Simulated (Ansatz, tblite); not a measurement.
# Ta(NH)F3 (F3HNTa): a ladder of methods and basis sets

Aim: run the singlet of Ta(NH)F3 (F3HNTa) at one geometry on many levels, and compare frontier levels, spin and run time.

Program: Ansatz 0.2.0, Gaussian basis. Level of theory: as each input shows. These are calculated values, not measurements.

Plan: GFN1-xTB, GFN2-xTB, PBE-D4/def2-TZVP, r2SCAN-D4/def2-TZVP, BHLYP-D4/def2-TZVP, r2SCANh-D4/def2-TZVP, ωB97M-V/def2-TZVP, PBE-QIDH/def2-TZVP, HF/def2-TZVP, B3LYP-D4/def2-TZVP, B97M-V/def2-TZVP, PBE-D4/def2-SVP, PBE0-D4/def2-SVP, CCSD(T)/def2-TZVPP, MP2/def2-TZVP, RPA/def2-TZVP.

**1. The geometry**

The singlet was relaxed beforehand with r2SCAN-D4/def2-SVP.

6 atoms, charge 0, spin multiplicity 1.

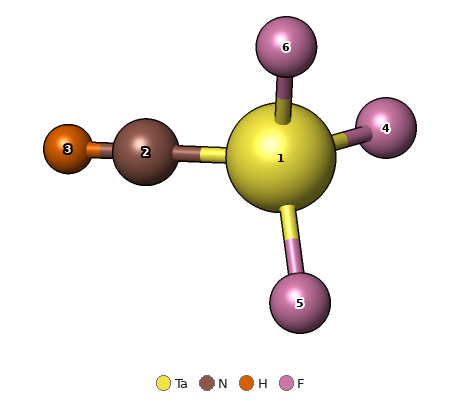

The geometry (tantalum yellow, nitrogen brown, hydrogen orange, fluorine pink); atoms are numbered from 1 in the order of the file.

Formally the metal is d0. Ta takes a core potential in the def2 sets. No spin-orbit coupling is included.

PBE0-D4/def2-TZVP was run before; its log isn't repeated, and its numbers join the tables.

**2. GFN1-xTB**

Tight binding, by tblite at 300 K electronic temperature and without a spin-polarisation term:

```python
tblite.interface.Calculator('GFN1-xTB', numbers, positions, charge=0, uhf=0).singlepoint()
```

Energy -578.8151 eV, HOMO -11.42 eV, LUMO -7.65 eV; 0.004 s.

**3. GFN2-xTB**

Tight binding, by tblite at 300 K electronic temperature and without a spin-polarisation term:

```python
tblite.interface.Calculator('GFN2-xTB', numbers, positions, charge=0, uhf=0).singlepoint()
```

Energy -537.0770 eV, HOMO -11.59 eV, LUMO -7.92 eV; 0.003 s.

**4. PBE-D4/def2-TZVP**

start.molden holds the orbitals of an earlier run on this state, given as this run's starting guess.

Contents of in.yaml:

```yaml
crystal:
  periodic: [false, false, false]
  atoms:
    - {symbol: Ta, position_ang: [-0.006741, -0.003246, -0.473779]}
    - {symbol: N, position_ang: [0.018184, 0.008898, 1.288309]}
    - {symbol: H, position_ang: [0.032709, 0.015770, 2.302338]}
    - {symbol: F, position_ang: [1.783927, -0.002137, -1.064483]}
    - {symbol: F, position_ang: [-0.918529, 1.548216, -1.036867]}
    - {symbol: F, position_ang: [-0.909548, -1.567511, -1.015518]}
basis:
  gaussian: {orbitals: def2-TZVP, initial_orbitals: start.molden}
hamiltonian: {xc: pbe, dispersion: d4}
scf: {omitted_lower_state_checks: [starts]}
output: {orbitals: {seedname: orbitals}}
```

Run with:

```
ansatz run in.yaml --threads 4 --pin off --events-out ev --progress --plain --max-ram 3916MiB
```

The log of the run:

```text
Functional definition: PBE
  name "PBE"
  cite "Perdew, Burke & Ernzerhof, Phys. Rev. Lett. 77, 3865 (1996) doi:10.1103/PhysRevLett.77.3865"
  parent pbe
  parameter kappa = 0.804
  parameter beta = 0.06672455060314922
  exchange = pbe_x(kappa = kappa, mu = beta*pi^2/3)
  correlation = pbe_c(beta = beta)
these checks for a lower state are left out or cut short: starts
1004 factors; their error is unknown
mean field evaluation 1: about -11211.3324 eV, gradient 1.1e1 eV
mean field evaluation 2: about -11211.5119 eV, gradient 1.7e-1 eV
mean field evaluation 4: about -11211.5014 eV, gradient 1.6e-4 eV
mean field -11211.50137196 eV, -412.0150759909 hartree, gradient 1.4e-5 eV, S^2 0.000000; 0 other end points of the search recorded, 0 dependent functions left out
reference -11211.50141353 eV, -412.0150775187 hartree; 24, 24 occupied and 146, 146 virtual orbitals, 1004 factors
Total energy: -11211.61338128 eV, -412.0191922575 hartree
Checks for a lower state left out: starts
```

Wall time 1.2 s (4 threads of Arm Neoverse V1, shared host).

HOMO -7.13 eV, LUMO -2.06 eV.

**5. r2SCAN-D4/def2-TZVP**

Edit in.yaml of step 4 so:

```diff
@@ -11,3 +11,3 @@
   gaussian: {orbitals: def2-TZVP, initial_orbitals: start.molden}
-hamiltonian: {xc: pbe, dispersion: d4}
+hamiltonian: {xc: r2scan, dispersion: d4}
 scf: {omitted_lower_state_checks: [starts]}
```

Launched as before.

The log of the run:

```text
Functional definition: r2SCAN
  name "r2SCAN"
  cite "Furness, Kaplan, Ning, Perdew & Sun, J. Phys. Chem. Lett. 11, 8208 (2020) doi:10.1021/acs.jpclett.0c02405"
  cite "Furness, Kaplan, Ning, Perdew & Sun, J. Phys. Chem. Lett. 11, 9248 (2020) doi:10.1021/acs.jpclett.0c03077"
  parent r2scan
  parameter k0 = 0.174
  parameter k1 = 0.065
  parameter a1 = 4.9479
  exchange = r2scan_x(k0 = k0, k1 = k1, a1 = a1)
  correlation = r2scan_c
these checks for a lower state are left out or cut short: starts
1004 factors; their error is unknown
mean field evaluation 1: about -11216.6026 eV, gradient 5.5e0 eV
mean field evaluation 2: about -11216.6522 eV, gradient 5.6e-2 eV
mean field evaluation 4: about -11216.6414 eV, gradient 5.3e-5 eV
mean field -11216.64139532 eV, -412.2039683653 hartree, gradient 1.1e-5 eV, S^2 0.000000; 0 other end points of the search recorded, 0 dependent functions left out
reference -11216.64140764 eV, -412.2039688183 hartree; 24, 24 occupied and 146, 146 virtual orbitals, 1004 factors
Total energy: -11216.66729379 eV, -412.2049201166 hartree
Checks for a lower state left out: starts
```

Run time: 2.6 s. Hardware: 4 threads of Arm Neoverse V1, shared host.

HOMO -7.45 eV, LUMO -1.92 eV.

**6. BHLYP-D4/def2-TZVP**

Edit in.yaml of step 5 so:

```diff
@@ -11,3 +11,3 @@
   gaussian: {orbitals: def2-TZVP, initial_orbitals: start.molden}
-hamiltonian: {xc: r2scan, dispersion: d4}
+hamiltonian: {xc: {name: BHLYP}, dispersion: d4}
 scf: {omitted_lower_state_checks: [starts]}
```

Same command.

The log of the run:

```text
Functional definition: BHLYP
  name "BHLYP"
  cite "Becke, J. Chem. Phys. 98, 1372 (1993) doi:10.1063/1.464304"
  cite "Becke, Phys. Rev. A 38, 3098 (1988) doi:10.1103/PhysRevA.38.3098"
  cite "Lee, Yang & Parr, Phys. Rev. B 37, 785 (1988) doi:10.1103/PhysRevB.37.785"
  parameter a = 0.5
  exchange = (1 - a)*b88_x + a*exact_x
  correlation = lyp_c
these checks for a lower state are left out or cut short: starts
1198 factors; their error is unknown
mean field evaluation 1: about -11212.0533 eV, gradient 9.3e0 eV
mean field evaluation 2: about -11212.1902 eV, gradient 2.7e-1 eV
mean field evaluation 4: about -11212.2897 eV, gradient 2.9e-1 eV
mean field -11212.28975511 eV, -412.0440485373 hartree, gradient 8.6e-5 eV, S^2 0.000000; 0 other end points of the search recorded, 0 dependent functions left out
reference -11212.28991426 eV, -412.0440543860 hartree; 24, 24 occupied and 146, 146 virtual orbitals, 1198 factors
Total energy: -11212.44395579 eV, -412.0497153080 hartree
Checks for a lower state left out: starts
```

Wall time 1.8 s (4 threads of Arm Neoverse V1, shared host).

From the report: HOMO -9.88 eV, LUMO -0.25 eV.

**7. r2SCANh-D4/def2-TZVP**

Edit in.yaml of step 6 so:

```diff
@@ -11,3 +11,3 @@
   gaussian: {orbitals: def2-TZVP, initial_orbitals: start.molden}
-hamiltonian: {xc: {name: BHLYP}, dispersion: d4}
+hamiltonian: {xc: {name: r2SCANh}, dispersion: d4}
 scf: {omitted_lower_state_checks: [starts]}
```

Same command.

The log of the run, shortened:

```text
Functional definition: r2SCANh
  name "r2SCANh"
  cite "Bursch, Neugebauer, Ehlert & Grimme, J. Chem. Phys. 156, 134105 (2022) doi:10.1063/5.0086040"
  cite "Furness, Kaplan, Ning, Perdew & Sun, J. Phys. Chem. Lett. 11, 8208 (2020) doi:10.1021/acs.jpclett.0c02405"
  cite "Furness, Kaplan, Ning, Perdew & Sun, J. Phys. Chem. Lett. 11, 9248 (2020) doi:10.1021/acs.jpclett.0c03077"
  parent r2scan
[...]
1004 factors; their error is unknown
[...]
mean field -11215.34327523 eV, -412.1562633322 hartree, gradient 1.9e-5 eV, S^2 0.000000; 0 other end points of the search recorded, 0 dependent functions left out
reference -11215.34328659 eV, -412.1562637493 hartree; 24, 24 occupied and 146, 146 virtual orbitals, 1004 factors
Total energy: -11215.37117410 eV, -412.1572885966 hartree
Checks for a lower state left out: starts
```

Run time: 3 s. Hardware: 4 threads of Arm Neoverse V1, shared host.

HOMO -7.99 eV, LUMO -1.60 eV.

**8. ωB97M-V/def2-TZVP**

Edit in.yaml of step 7 so:

```diff
@@ -11,3 +11,3 @@
   gaussian: {orbitals: def2-TZVP, initial_orbitals: start.molden}
-hamiltonian: {xc: {name: r2SCANh}, dispersion: d4}
+hamiltonian: {xc: {name: wB97M-V}}
 scf: {omitted_lower_state_checks: [starts]}
```

The command is unchanged.

The log of the run, shortened:

```text
Functional definition: wB97M-V
  name "wB97M-V"
  cite "Mardirossian & Head-Gordon, J. Chem. Phys. 144, 214110 (2016) doi:10.1063/1.4952647"
  cite "Becke, J. Chem. Phys. 107, 8554 (1997) doi:10.1063/1.475007"
  cite "Vydrov & Van Voorhis, J. Chem. Phys. 133, 244103 (2010) doi:10.1063/1.3521275"
  # Of w^i u^j: cxij and so on, Table III.
[...]
  gx(w, u) = 1 - cx + cx01*u + cx10*w
  gss(w, u) = css00 + css04*u^4 + css10*w + css20*w^2 + css43*w^4*u^3
  gos(w, u) = cos00 + cos10*w + (cos20 + cos21*u)*w^2 + (cos60 + cos61*u)*w^6
[...]
      + integral(e_c_pw_mod_opposite_spin*gos(b97_w_opposite, b97_u_opposite)) + vv10(b, c)
[...]
1013 factors; their error is unknown
212 factors; integrals over basis functions are off by at most 1.0e-5 eV
[...]
mean field -11214.89942486 eV, -412.1399521316 hartree, gradient 2.1e-5 eV, S^2 0.000000; 0 other end points of the search recorded, 0 dependent functions left out
reference -11214.89947367 eV, -412.1399539255 hartree; 24, 24 occupied and 146, 146 virtual orbitals, 1013 factors
Total energy: -11214.89947367 eV, -412.1399539255 hartree
Checks for a lower state left out: starts
```

Wall time 6 s (4 threads of Arm Neoverse V1, shared host).

Report: HOMO -10.88 eV, LUMO 0.68 eV.

**9. PBE-QIDH/def2-TZVP**

Edit in.yaml of step 8 so:

```diff
@@ -11,4 +11,3 @@
   gaussian: {orbitals: def2-TZVP, initial_orbitals: start.molden}
-hamiltonian: {xc: {name: wB97M-V}}
+hamiltonian: {xc: {name: PBE-QIDH}}
 scf: {omitted_lower_state_checks: [starts]}
-output: {orbitals: {seedname: orbitals}}
```

The command is unchanged.

The log of the run, shortened:

```text
Functional definition: PBE-QIDH
  name "PBE-QIDH"
  cite "Brémond, Sancho-García, Pérez-Jiménez & Adamo, J. Chem. Phys. 141, 031101 (2014) doi:10.1063/1.4890314"
  cite "Perdew, Burke & Ernzerhof, Phys. Rev. Lett. 77, 3865 (1996) doi:10.1103/PhysRevLett.77.3865"
[...]
1241 factors; integrals over basis functions are off by at most 1.6e-3 eV
[...]
mean field -11192.19813378 eV, -411.3056950719 hartree, gradient 1.9e-6 eV, S^2 0.000000; 0 other end points of the search recorded, 0 dependent functions left out
4 core orbitals not correlated: weight in the atoms' cores, before any rotation towards them, 1.000 or more for the frozen orbitals, at most 0.000 for the correlated occupied ones
reference -11192.19814600 eV, -411.3056955210 hartree; 20, 20 occupied and 146, 146 virtual orbitals, 1241 factors
second order -40.38889477 eV of doubles, -0.00000000 eV of singles
Total energy: -11205.66111092 eV, -411.8004503564 hartree
Checks for a lower state left out: starts
```

Run time: 3.1 s. Hardware: 4 threads of Arm Neoverse V1, shared host.

**10. HF/def2-TZVP**

Edit in.yaml of step 9 so:

```diff
@@ -11,3 +11,4 @@
   gaussian: {orbitals: def2-TZVP, initial_orbitals: start.molden}
-hamiltonian: {xc: {name: PBE-QIDH}}
+hamiltonian: {xc: hf}
 scf: {omitted_lower_state_checks: [starts]}
+output: {orbitals: {seedname: orbitals}}
```

Same command.

The log of the run:

```text
Functional definition: HF
  name "HF"
  cite "Fock, Z. Phys. 61, 126 (1930) doi:10.1007/BF01340294"
  parent pbe
  exchange = exact_x
  correlation = 0
these checks for a lower state are left out or cut short: starts
1351 factors; their error is unknown
mean field evaluation 1: about -11158.8512 eV, gradient 3.1e1 eV
mean field evaluation 2: about -11160.1164 eV, gradient 1.8e0 eV
mean field evaluation 4: about -11160.3408 eV, gradient 5.5e-1 eV
mean field -11160.34109006 eV, -410.1349703088 hartree, gradient 1.7e-5 eV, S^2 0.000000; 0 other end points of the search recorded, 0 dependent functions left out
reference -11160.34109006 eV, -410.1349703088 hartree; 24, 24 occupied and 146, 146 virtual orbitals, 1351 factors
Total energy: -11160.34109006 eV, -410.1349703088 hartree
Checks for a lower state left out: starts
```

Run time: 0.8 s. Hardware: 4 threads of Arm Neoverse V1, shared host.

Report: HOMO -11.81 eV, LUMO 1.67 eV.

**11. B3LYP-D4/def2-TZVP**

Edit in.yaml of step 10 so:

```diff
@@ -11,3 +11,3 @@
   gaussian: {orbitals: def2-TZVP, initial_orbitals: start.molden}
-hamiltonian: {xc: hf}
+hamiltonian: {xc: {name: B3LYP}, dispersion: d4}
 scf: {omitted_lower_state_checks: [starts]}
```

Launched as before.

The log of the run, shortened:

```text
Functional definition: B3LYP
  name "B3LYP"
  cite "Stephens, Devlin, Chabalowski & Frisch, J. Phys. Chem. 98, 11623 (1994) doi:10.1021/j100096a001"
  cite "Becke, Phys. Rev. A 38, 3098 (1988) doi:10.1103/PhysRevA.38.3098"
  cite "Lee, Yang & Parr, Phys. Rev. B 37, 785 (1988) doi:10.1103/PhysRevB.37.785"
  cite "Vosko, Wilk & Nusair, Can. J. Phys. 58, 1200 (1980) doi:10.1139/p80-159"
[...]
1041 factors; their error is unknown
[...]
mean field -11220.30673312 eV, -412.3386670450 hartree, gradient 6.2e-5 eV, S^2 0.000000; 0 other end points of the search recorded, 0 dependent functions left out
reference -11220.30697214 eV, -412.3386758291 hartree; 24, 24 occupied and 146, 146 virtual orbitals, 1041 factors
Total energy: -11220.48861509 eV, -412.3453510842 hartree
Checks for a lower state left out: starts
```

Run time: 1.6 s. Hardware: 4 threads of Arm Neoverse V1, shared host.

HOMO -8.32 eV, LUMO -1.48 eV.

[end of part 1 of 2]
